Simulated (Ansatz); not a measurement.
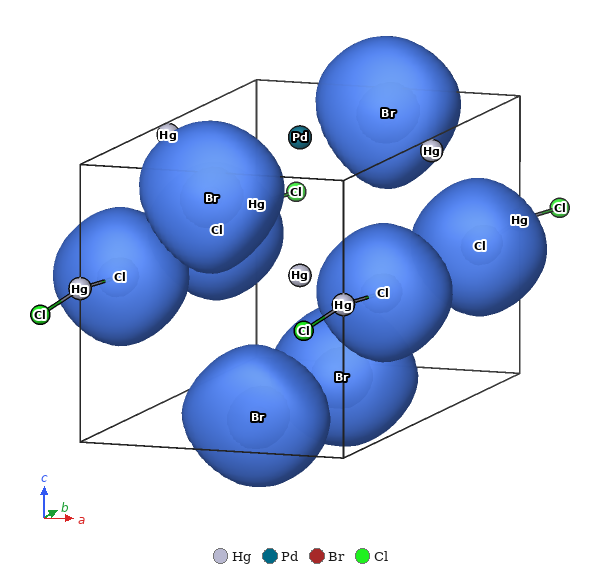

*Hg₃PdBr₃Cl₂. Isosurface of the electron localisation function at 0.7 (blue), seen slightly off an axis. Core shells and regions of very low density are left out. Sticks mark near contacts.*

Space group Pmm2; a generated structure, not necessarily the stable one; computed without spin polarisation.

Theory: DFT PBE, scalar-relativistic, plane waves, PAW in Ansatz 0.2.0.

In a PAW calculation such maps are meaningful between the atoms, not at the nuclei.

The calculation's input:

```
crystal:
  lattice:
    - [5.4365965119, 0.0, 0.0067262351]
    - [0.0, 10.2220342358, 0.0]
    - [-0.0101206229, 0.0, 5.4750650059]
  atoms:
    - { symbol: Hg, position: [0.0028903064, 0.5, 0.4767864457] }
    - { symbol: Hg, position: [0.5007887556, 0.5, 0.9568266668] }
    - { symbol: Hg, position: [0.4985494732, 0.0, 0.5533171267] }
    - { symbol: Pd, position: [0.0008491868, 0.5, 0.9741726085] }
    - { symbol: Br, position: [0.9981748585, 0.2621902224, 0.0372387717] }
    - { symbol: Br, position: [0.9981748585, 0.7378097776, 0.0372387717] }
    - { symbol: Br, position: [0.0011507742, 0.0, 0.9089641763] }
    - { symbol: Cl, position: [0.4994364925, 0.7746858524, 0.5274054606] }
    - { symbol: Cl, position: [0.4994364925, 0.2253141476, 0.5274054606] }
basis:
  ecutwfc: 420
kpoints:
  mp_grid: { grid: [6, 4, 6] }
hamiltonian:
  xc: pbe
scf:
  occupations: { method: gaussian, width: 0.1 }
output:
  forces: true
  stress: true
  eigenvalues: true
  write_density: true
  write_potential: true
  elf: true
  volumetric_format: npy
relax:
  adjacent_minimum: "off"
  f_tol: 0.001
  max_steps: 60
  cell: { stress_tol: 0.01 }
```

Launched as:

```sh
ansatz run input.yaml --threads 3 --pin off --max-ram 7680MiB --backend cpu --events-out ev --progress --plain --runs-dir out
```

Below, planes, directions and counts refer to the conventional cell (a = 5.44 Å, b = 10.22 Å, c = 5.48 Å, α = 90.00°, β = 90.00°, γ = 90.00°).

The fields are those of the relaxed geometry.

Identify the bonds, lone pairs and shells in this picture.

The surface consists of three regions wrapped around Br (the valence shell of each) and two regions wrapped around Cl (the valence shell of each), counted in one cell of 9 atoms. Regions shared between cells count once. Profiles from the grid: Hg–Cl (2.31 Å): the ELF peaks at about 0.80 in the valence shell of Cl, 0.8 Å from its nucleus, and is about 0.35 at the midpoint. Pd–Br (2.45 Å): the ELF is about 0.35 at the midpoint.
